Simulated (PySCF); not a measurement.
Vertical excitations of a molecule C2H6BF2N from TDDFT-PBE/def2-SVPD (PySCF), as energy in eV (oscillator strength): 6.25 (0.000), 6.80 (0.004), 7.05 (0.002), 7.10 (0.001), 7.52 (0.309), 7.60 (0.006), 7.74 (0.036), 7.82 (0.002), 7.88 (0.019), 7.97 (0.043). Lowest triplet (TDA): 5.90 eV. Coordinates come from a TPSSh-D3(BJ)/def2-SVP optimisation. One conformer was computed; it need not be the lowest.

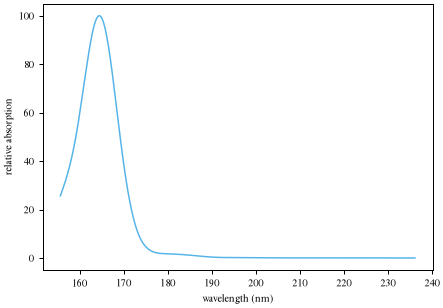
*The lines broadened by 0.4 eV.*

Problem. Which structure fits?
A. NB(CF)CF
B. CCNB(F)F
C. CN(C)B(F)F
D. CNB(F)CF

Solution. D, CNB(F)CF
